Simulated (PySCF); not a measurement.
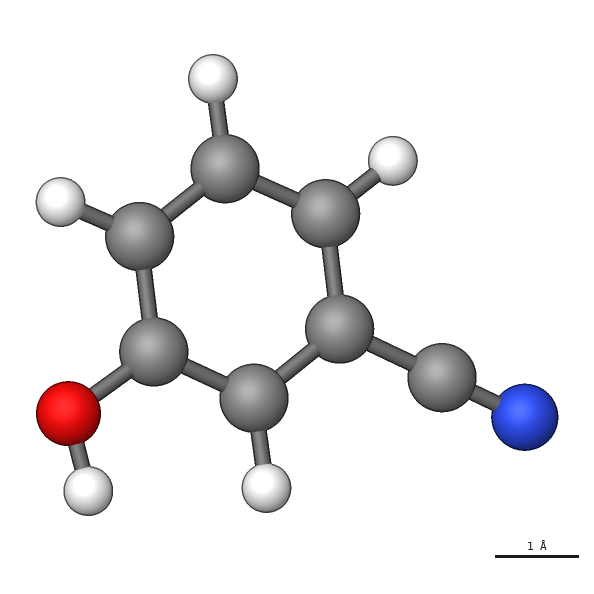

The picture shows a molecular structure as a ball-and-stick model. Every bond is drawn as one stick, whatever its order. Colours: nitrogen blue, carbon grey, oxygen red, hydrogen white.

The geometry was computed by an optimisation with PBE0-D3(BJ)/def2-SVP. No frequency run is at hand to confirm it as a minimum.

Give the formula.

Answer. C₇H₅NO, 14 atoms: 7 carbon, 5 hydrogen, 1 nitrogen and 1 oxygen.

Name some functional groups or characteristic bonds that it holds.

Answer. Among them: phenol, nitrile.

More results for the same structure follow; atom numbers are the same in all pictures, views and colours differ.

**Geometry**

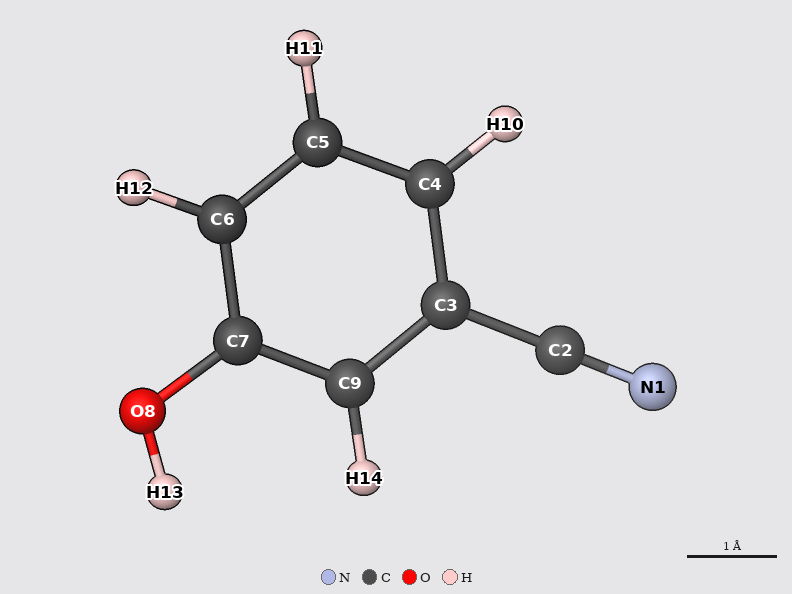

Numbered structure. No frequency run is at hand to confirm it as a minimum.

What is the geometry at C5?

Answer. C5 has 3 neighbours (C4 at 1.39, C6 at 1.39, H11 at 1.09 Å); the arrangement is trigonal planar.

How are the neighbours of atom 7 arranged?

Answer. C7 has 3 neighbours (C6 at 1.40, O8 at 1.35, C9 at 1.40 Å); the arrangement is trigonal planar.

Describe the coordination of atom 9.

Answer. C9 has 3 neighbours (C3 at 1.40, C7 at 1.40, H14 at 1.09 Å); the arrangement is trigonal planar.

What is the geometry at C6?

Answer. C6 has 3 neighbours (C5 at 1.39, C7 at 1.40, H12 at 1.09 Å); the arrangement is trigonal planar.

Which bond is the longest?

Answer. C2–C3, 1.433 Å.

What is the dihedral angle C5–C6–C7–C9?

Answer. 0° in size, that is syn (eclipsed).

**Excitation**

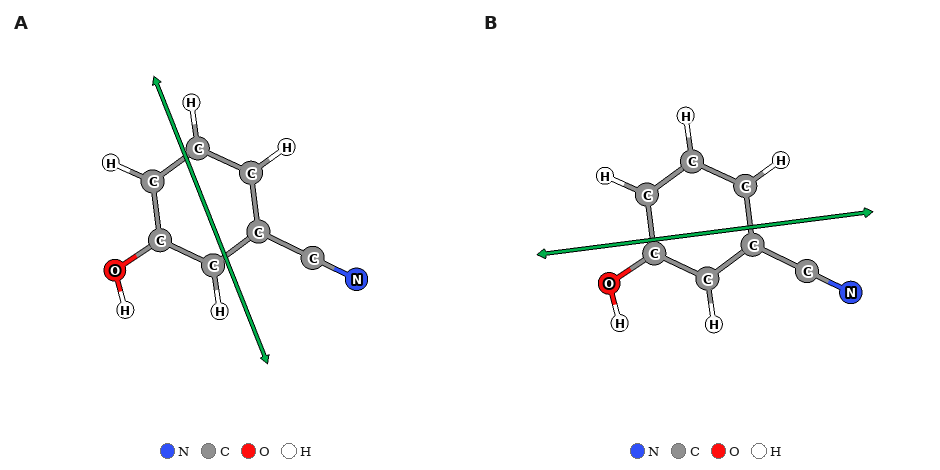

The double arrows show the directions of two transition dipoles from the ground state (lengths mean nothing). No frequency run is at hand to confirm it as a minimum. Method: TDDFT PBE0/def2-SVPD, vertical, IEF-PCM methanol (non-equilibrium linear response), core orbitals frozen in the response (PySCF 2.14.0).

One belongs to singlet state 1 and one to singlet state 3. Which is which?

Answer. A: state 1, 4.59 eV (270 nm), oscillator strength 0.092, mainly HOMO → LUMO (weight 0.88).
B: state 3, 6.18 eV (201 nm), oscillator strength 0.73, mainly HOMO → LUMO+1 (weight 0.65).

**Quadrupole coupling**

No frequency run is at hand to confirm it as a minimum. Electric field gradients from the ground-state density, PBE0/pcSseg-1 in acetone (IEF-PCM) (PySCF 2.14.0), non-relativistic apart from any core potentials.

Give the largest field-gradient component, the quadrupole coupling constant and the asymmetry for 14N at N1 (Q = 20.44 mb), 17O at O8 (Q = −25.6 mb), 2H at H10 (Q = 2.86 mb), 2H at H11 (Q = 2.86 mb), 2H at H12 (Q = 2.86 mb), 2H at H13 (Q = 2.86 mb).

```
atom  V_zz (a.u.)  e²qQ/h (MHz)     η
  N1       −0.858         −4.12  0.14
  O8        1.712        −10.30  0.80
 H10        0.301         0.202  0.08
 H11        0.299         0.201  0.07
 H12        0.302         0.203  0.07
 H13        0.447         0.301  0.14
```

**NMR shielding**

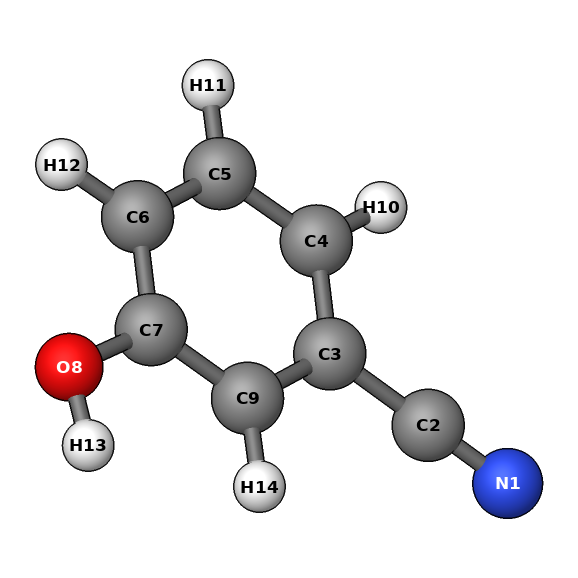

No frequency run is at hand to confirm it as a minimum. Properties computed with GIAO PBE0/pcSseg-1 NMR shielding, non-relativistic, IEF-PCM acetone (PySCF 2.14.0). Principal shieldings σ11 ≤ σ22 ≤ σ33, span Ω = σ33 − σ11, skew κ = 3(σiso − σ22)/Ω.

Give the shielding tensors of the O atoms.

```
atom    σ11    σ22    σ33   σiso     Ω      κ
  O8  152.6  239.4  242.3  211.4  89.7  −0.94
```

Shieldings and span in ppm.

**Ring current**

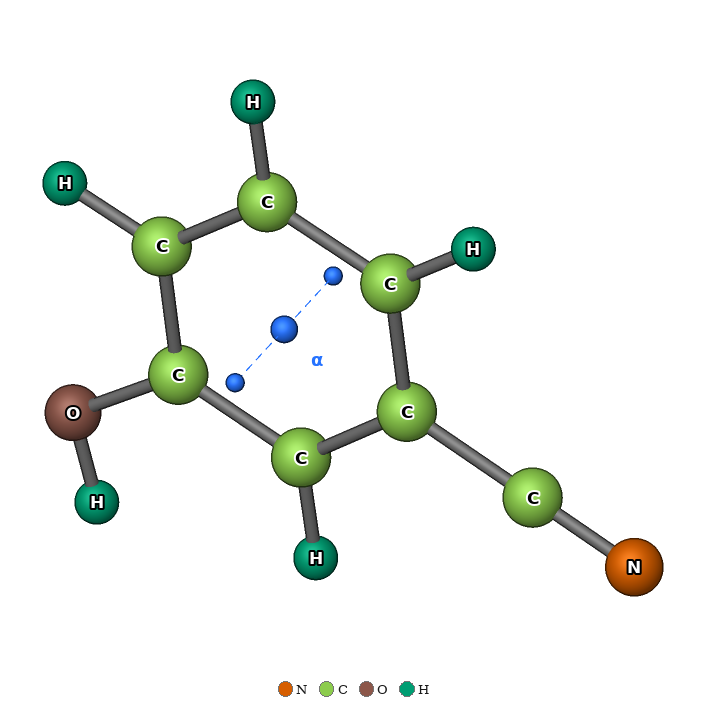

The small points mark where nucleus-independent chemical shifts (NICS) were computed: at the centre of each lettered ring and 1 Å above and below it. No frequency run is at hand to confirm it as a minimum. Method: GIAO PBE0/pcSseg-1 NMR shielding, non-relativistic, IEF-PCM acetone (PySCF 2.14.0).

Give NICS(0), NICS(1) and the out-of-plane component NICS(1)zz for each ring (means of the two sides).

```json
{"ring": "α", "members": "C6", "NICS(0)": "−9.7", "NICS(1)": "−11.0", "NICS(1)zz": "−26.0"}
```

Values in ppm.

What do the values say about the ring currents?

Answer. Ring α: diatropic, as in an aromatic ring. NICS is one index among several.
